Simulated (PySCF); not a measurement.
```tsv
atom	x (Å)	y (Å)	z (Å)
C	-2.1049	-0.5394	-0.3347
C	-0.7530	-0.6033	0.2331
C	0.1551	0.4909	-0.3969
Si	1.9321	0.4374	0.2648
F	1.8354	0.4555	1.8746
H	-2.8293	0.1481	0.0583
H	-2.3216	-1.0149	-1.2728
H	-0.2985	-1.5773	0.0357
H	-0.7785	-0.4395	1.3124
H	0.1490	0.3652	-1.4807
H	-0.2938	1.4662	-0.1967
H	2.6065	-0.8164	-0.0405
H	2.6973	1.6282	-0.0744
```

Geometry: GFN2-xTB.

These are results of UKS B3LYP, pcH-1 on C F H Si, non-relativistic, mean-field spin-orbit, GIAO in PySCF, not measurements.

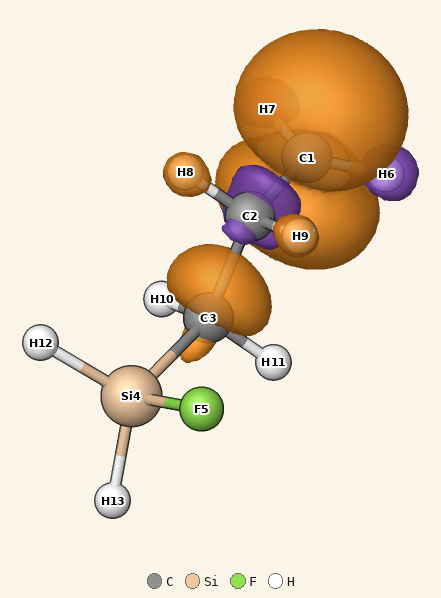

C3H8FSi (doublet). Isosurfaces of the spin density at +0.015 (orange) and −0.015 e/Å³ (purple), seen at an oblique angle.

Q: Where is the unpaired spin?

A: The unpaired spin (1 electron) lies mostly on C1 (about 0.7), in electrons by Hirshfeld's partition.
